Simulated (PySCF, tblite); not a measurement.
**C5H5F3O2: a rotation path, then NMR shifts on frames, part 1 of 2**

How do NMR shifts of C5H5F3O2 (`FC(F)(F)OC1=COCC1`) change as the atoms move?

Computed with tblite 0.8.0 and PySCF 2.14.0, with density-fitted response routines of our own, on a single molecule in the gas phase. Atoms count from 0, in the outputs and in this text.

## (1) Starting geometry

15 atoms, charge 0, multiplicity 1; geometry from: GFN2-xTB.

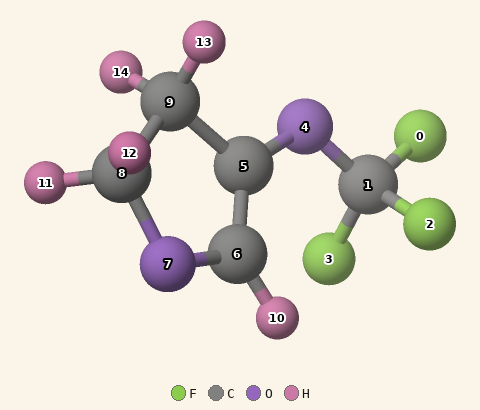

The starting geometry (fluorine green, carbon grey, oxygen purple, hydrogen pink), atoms numbered; sticks join atoms by distance.

## (2) A band between two rotamers with GFN2-xTB

What the job is given:

```
{"job": {"kind": "neb", "xc": "GFN2-xTB", "basis": "xTB", "atoms": [0, 1, 4, 5], "turn": 120}, "charge": 0, "multiplicity": 1}
F      3.243532     1.371870    -0.839349
C      2.365674     0.532408    -0.306558
F      2.624022     0.479951     1.012900
F      2.663182    -0.694005    -0.773504
O      1.146880     0.935408    -0.598198
C      0.085819     0.166072    -0.108716
C      0.083145    -0.937280     0.630052
O     -1.164354    -1.392512     0.905834
C     -2.113356    -0.508102     0.295009
C     -1.319988     0.593782    -0.429285
H      0.886455    -1.521983     1.037344
H     -2.726630    -1.100060    -0.389381
H     -2.753267    -0.110905     1.087333
H     -1.529559     1.590452    -0.039759
H     -1.495969     0.602893    -1.505632
```

Method: GFN2-xTB climbing-image nudged elastic band, gas phase.

Launch:

```sh
> OMP_NUM_THREADS=1 python probes_run.py task.json out
```

The driver reads the jobs from task.json and runs them one after another.

Output:

```text
image   E - E0 / eV
  0       0.0000
  1       0.0222
  2       0.0686
  3       0.1179
  4       0.1406
  5       0.1176
  6       0.0680
  7       0.0218
  8       0.0000
```

It took 8.7 s on 1 thread of Intel Xeon at 2.50GHz, shared host; peak memory 0.18 GiB.

The final band, with the dihedral F0–C1–O4–C5:

| image | dihedral (°) | energy (eV) | energy (kcal/mol) |
| --- | --- | --- | --- |
| 0 | -180 | 0.000 | 0.0 |
| 1 | -169 | 0.022 | 0.5 |
| 2 | -157 | 0.069 | 1.6 |
| 3 | -141 | 0.118 | 2.7 |
| 4 | -121 | 0.141 | 3.2 |
| 5 | -101 | 0.118 | 2.7 |
| 6 | -85 | 0.068 | 1.6 |
| 7 | -71 | 0.022 | 0.5 |
| 8 | -60 | 0.000 | 0.0 |

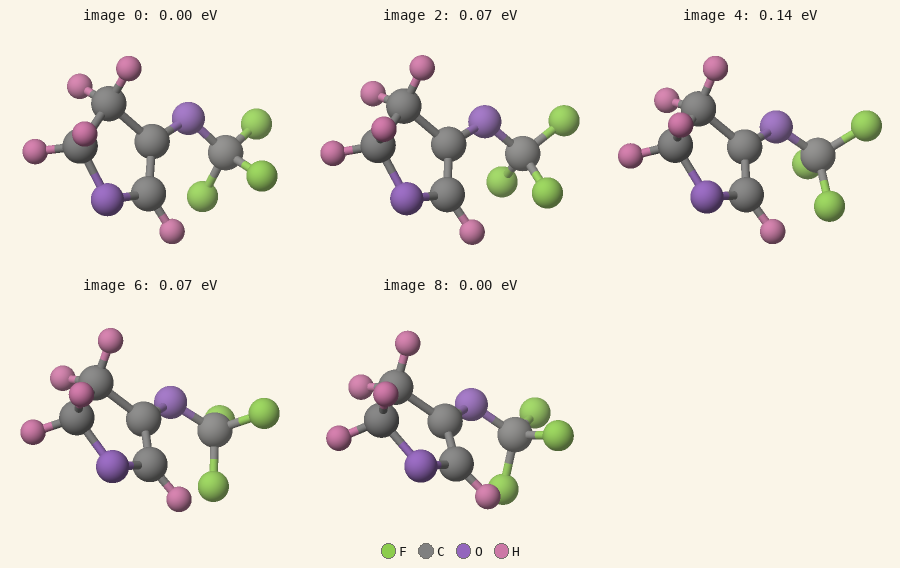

Images along the band.

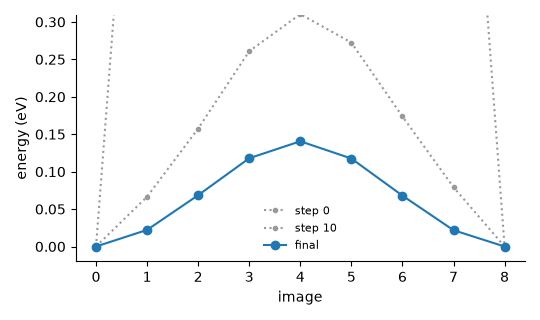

Energy along the band, early and final.

## (3) Nuclear shieldings: image 0, PBE0/pcSseg-1

What the job is given:

```
{"job": {"kind": "nmr", "xc": "PBE0", "basis": "pcSseg-1", "pop": false}, "charge": 0, "multiplicity": 1}
F      3.243500     1.371900    -0.839300
C      2.365700     0.532400    -0.306600
F      2.624000     0.480000     1.012900
F      2.663200    -0.694000    -0.773500
O      1.146900     0.935400    -0.598200
C      0.085800     0.166100    -0.108700
C      0.083100    -0.937300     0.630100
O     -1.164400    -1.392500     0.905800
C     -2.113400    -0.508100     0.295000
C     -1.320000     0.593800    -0.429300
H      0.886500    -1.522000     1.037300
H     -2.726600    -1.100100    -0.389400
H     -2.753300    -0.110900     1.087300
H     -1.529600     1.590500    -0.039800
H     -1.496000     0.602900    -1.505600
```

Level: GIAO PBE0/pcSseg-1 NMR shielding, non-relativistic, gas phase.

Output:

```text
coarse grid: 13960 points
cycle   1  E = -642.4634479601  dE =  2.020e+00  |g| = 1.093e+00  |ddm| = 3.575e+00
cycle   2  E = -642.2386560652  dE =  2.248e-01  |g| = 1.633e+00  |ddm| = 1.426e+00
cycle   3  E = -642.6588934697  dE = -4.202e-01  |g| = 1.741e-01  |ddm| = 9.571e-01
cycle   4  E = -642.6631776529  dE = -4.284e-03  |g| = 9.808e-02  |ddm| = 2.020e-01
cycle   5  E = -642.6651114915  dE = -1.934e-03  |g| = 1.563e-02  |ddm| = 8.249e-02
cycle   6  E = -642.6651585813  dE = -4.709e-05  |g| = 6.455e-03  |ddm| = 1.541e-02
cycle   7  E = -642.6651674135  dE = -8.832e-06  |g| = 1.084e-03  |ddm| = 4.759e-03
final grid: 140128 points
cycle   8  E = -642.7656679890  dE = -4.404e-05  |g| = 1.417e-02  |ddm| = 2.781e-02
cycle   9  E = -642.7656243942  dE =  4.359e-05  |g| = 2.132e-02  |ddm| = 1.936e-02
cycle  10  E = -642.7657026601  dE = -7.827e-05  |g| = 1.556e-03  |ddm| = 1.234e-02
cycle  11  E = -642.7657031249  dE = -4.649e-07  |g| = 4.763e-04  |ddm| = 1.523e-03
cycle  12  E = -642.7657031653  dE = -4.033e-08  |g| = 2.070e-04  |ddm| = 5.040e-04
cycle  13  E = -642.7657031740  dE = -8.770e-09  |g| = 3.763e-05  |ddm| = 1.662e-04
cycle  14  E = -642.7657031742  dE = -1.983e-10  |g| = 1.126e-05  |ddm| = 2.466e-05
converged SCF energy = -642.7657031742

GIAO shielding tensors (ppm)
atom      isotropic    diamagn.    paramagn.     s11        s22        s33       span
  0 F      246.583     466.305    -219.722    179.322    204.511    355.916    176.594
  1 C       57.199     237.429    -180.230     51.815     53.055     66.726     14.910
  2 F      247.362     473.673    -226.311    162.239    220.910    358.936    196.697
  3 F      247.400     473.616    -226.216    162.312    220.518    359.370    197.058
  4 O      199.510     399.995    -200.485    156.122    218.752    223.655     67.533
  5 C       48.992     256.957    -207.966    -33.971     77.836    103.110    137.081
  6 C       48.824     254.768    -205.944    -25.680     66.721    105.432    131.112
  7 O      245.823     396.939    -151.116    206.092    218.461    312.914    106.822
  8 C      117.303     244.062    -126.759     79.183    102.670    170.056     90.873
  9 C      153.225     248.360     -95.135    126.702    160.492    172.481     45.779
 10 H       25.273      31.646      -6.373     22.203     24.758     28.856      6.653
 11 H       27.091      27.913      -0.822     22.710     26.283     32.280      9.570
 12 H       27.092      27.926      -0.834     22.691     26.288     32.297      9.606
 13 H       28.555      29.513      -0.958     24.621     26.826     34.218      9.597
 14 H       28.547      29.513      -0.967     24.599     26.822     34.219      9.620
```

Wall time 74 s (1 thread of Intel Xeon at 2.50GHz, shared host); peak memory 0.85 GiB.

Shifts follow as δ = σ(reference) − σ, with reference shieldings (ppm) from runs at the same level and on the same kind of geometry: 1H TMS 31.72, 13C TMS 186.9, 19F CFCl3 170.9, 17O H2O 336.1. The references are single molecules in the gas phase, so shifts against H2O, NH3, PH3, H3PO4 or CFCl3 are not on the usual liquid scales and can be off by tens of ppm. Each atom is listed at this fixed geometry, with no averaging over motion; a spectrum would average atoms that exchange fast.

| atoms | environment | σ (ppm) | δ (ppm) |
| --- | --- | --- | --- |
| C6 | alkene carbon bearing oxygen | 48.8 | 138.1 |
| C5 | alkene carbon bearing oxygen | 49.0 | 137.9 |
| C1 | CF3 carbon | 57.2 | 129.7 |
| C8 | sp3 CH2 bonded to O | 117.3 | 69.6 |
| C9 | allylic sp3 CH2 | 153.2 | 33.7 |
| H10 | hydrogen on an alkene carbon bearing oxygen | 25.27 | 6.44 |
| H11 | hydrogen on an sp3 CH2 bonded to O | 27.09 | 4.63 |
| H12 | hydrogen on an sp3 CH2 bonded to O | 27.09 | 4.62 |
| H14 | hydrogen on an allylic sp3 CH2 | 28.55 | 3.17 |
| H13 | hydrogen on an allylic sp3 CH2 | 28.55 | 3.16 |
| F0 | fluorine of an OCF3 group | 246.6 | -75.6 |
| F2 | fluorine of an OCF3 group | 247.4 | -76.4 |
| F3 | fluorine of an OCF3 group | 247.4 | -76.5 |
| O4 | ether oxygen | 199.5 | 136.6 |
| O7 | ether oxygen | 245.8 | 90.3 |

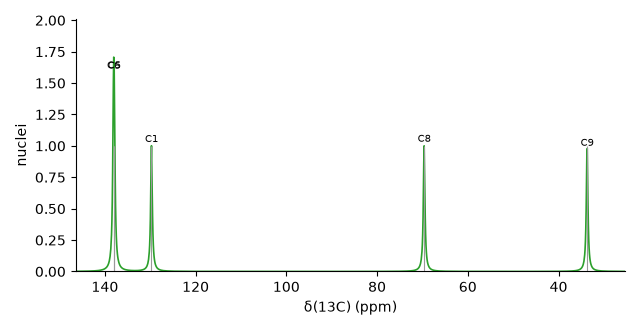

13C lines at the computed shifts, without couplings. Lines are broadened to a width of 0.42 ppm (Lorentzian).

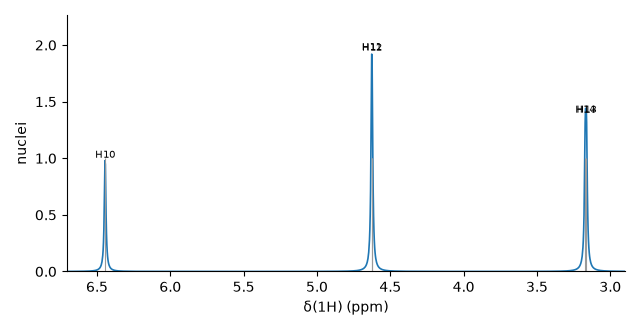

1H lines at the computed shifts, without couplings. Lines are broadened to a width of 0.01 ppm (Lorentzian).

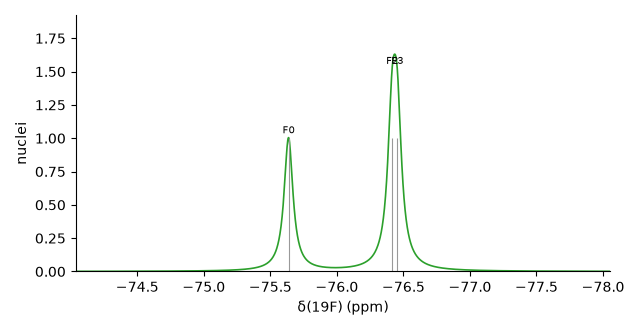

19F lines at the computed shifts, without couplings. Lines are broadened to a width of 0.08 ppm (Lorentzian).

Ring of atoms C5, C6, O7, C8, C9: NICS(0) -5.3, NICS(1) -1.7, NICS(1)zz -0.9 ppm (means of both faces).

## (4) Nuclear shieldings: image 2, PBE0/pcSseg-1

What the job is given:

```
{"job": {"kind": "nmr", "xc": "PBE0", "basis": "pcSseg-1", "pop": false}, "charge": 0, "multiplicity": 1}
F      3.179900     1.596600    -0.460500
C      2.399500     0.524000    -0.351500
F      2.630800     0.004500     0.862800
F      2.876900    -0.382200    -1.225200
O      1.152500     0.874900    -0.590500
C      0.084700     0.118600    -0.095700
C      0.042400    -0.911800     0.741200
O     -1.219600    -1.320700     1.025300
C     -2.140200    -0.466900     0.334500
C     -1.310000     0.531400    -0.490700
H      0.821100    -1.473500     1.220900
H     -2.774900    -1.104000    -0.286200
H     -2.767400     0.029600     1.081000
H     -1.509900     1.569300    -0.223600
H     -1.470500     0.418100    -1.563600
```

With the program's defaults for keys left out, this is: GIAO PBE0/pcSseg-1 NMR shielding, non-relativistic, gas phase.

Output:

```text
coarse grid: 13960 points
cycle   1  E = -642.4609499189  dE =  2.011e+00  |g| = 1.093e+00  |ddm| = 3.566e+00
cycle   2  E = -642.2371053676  dE =  2.238e-01  |g| = 1.631e+00  |ddm| = 1.431e+00
cycle   3  E = -642.6566295190  dE = -4.195e-01  |g| = 1.745e-01  |ddm| = 9.618e-01
cycle   4  E = -642.6609329869  dE = -4.303e-03  |g| = 9.786e-02  |ddm| = 2.019e-01
cycle   5  E = -642.6628537297  dE = -1.921e-03  |g| = 1.562e-02  |ddm| = 8.213e-02
cycle   6  E = -642.6629003595  dE = -4.663e-05  |g| = 6.481e-03  |ddm| = 1.528e-02
cycle   7  E = -642.6629092409  dE = -8.881e-06  |g| = 1.057e-03  |ddm| = 4.752e-03
final grid: 140128 points
cycle   8  E = -642.7635055051  dE = -4.471e-05  |g| = 1.410e-02  |ddm| = 2.779e-02
cycle   9  E = -642.7634616323  dE =  4.387e-05  |g| = 2.130e-02  |ddm| = 1.932e-02
cycle  10  E = -642.7635397899  dE = -7.816e-05  |g| = 1.568e-03  |ddm| = 1.237e-02
cycle  11  E = -642.7635402679  dE = -4.780e-07  |g| = 4.804e-04  |ddm| = 1.543e-03
cycle  12  E = -642.7635403090  dE = -4.114e-08  |g| = 2.054e-04  |ddm| = 5.019e-04
cycle  13  E = -642.7635403176  dE = -8.641e-09  |g| = 3.789e-05  |ddm| = 1.638e-04
cycle  14  E = -642.7635403179  dE = -2.096e-10  |g| = 1.111e-05  |ddm| = 2.566e-05
converged SCF energy = -642.7635403179

GIAO shielding tensors (ppm)
atom      isotropic    diamagn.    paramagn.     s11        s22        s33       span
  0 F      240.345     466.821    -226.476    172.453    195.139    353.441    180.988
  1 C       56.703     237.115    -180.411     51.180     53.363     65.567     14.386
  2 F      248.158     474.542    -226.384    171.632    223.829    349.014    177.381
  3 F      239.312     471.147    -231.835    162.572    197.667    357.697    195.124
  4 O      203.874     400.351    -196.477    158.347    216.884    236.391     78.044
  5 C       48.592     255.967    -207.375    -32.779     75.262    103.294    136.073
  6 C       49.809     254.342    -204.533    -22.203     65.625    106.007    128.210
  7 O      246.198     396.884    -150.685    204.665    220.686    313.244    108.579
  8 C      117.781     244.112    -126.331     80.699    102.742    169.903     89.204
  9 C      152.755     248.469     -95.714    125.560    159.979    172.725     47.166
 10 H       25.181      31.657      -6.476     21.696     25.097     28.752      7.056
 11 H       27.126      27.869      -0.743     22.864     26.284     32.230      9.367
 12 H       27.137      27.921      -0.785     22.656     26.360     32.393      9.737
 13 H       28.621      29.586      -0.965     24.728     26.992     34.143      9.415
 14 H       28.523      29.547      -1.024     24.537     26.892     34.141      9.604
```

Wall time 76 s (1 thread of Intel Xeon at 2.50GHz, shared host); peak memory 0.88 GiB.

Key values: δ C5 138.3, C6 137.1, C1 130.2, C8 69.1, H10 6.54, H11 4.59 ppm.

(Continued in part 2 of 2.)
